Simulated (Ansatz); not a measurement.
The starting structures come from a database of crystals and need not be the phases stable at ambient conditions.

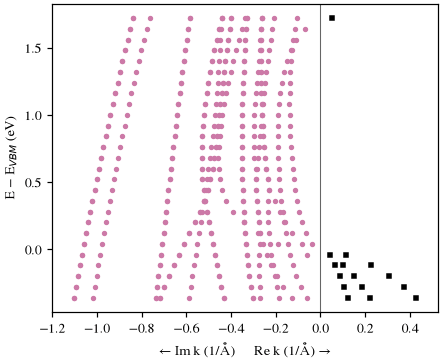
Figure: Complex bands at the centre of the two-dimensional zone; Ansatz (a quantum-chemistry and plane-wave program) with r2SCAN

The gap is the functional's own, uncorrected, and κ follows it; spin-orbit coupling is left out. Mid-gap values are interpolated between the computed energies.

Question: This is Ba(MgAs)₂ (P-3m1, not sure to be the ambient phase, 5 atoms a cell, 27.2 Å³ an atom) along the normal of (111). Read off the slowest decay at the centre of the two-dimensional zone at 0.68 eV, the computed energy nearest the middle of the gap.

Answer: κ ≈ 0.13 1/Å, a decay length 1/(2κ) of the density of 3.9 Å.
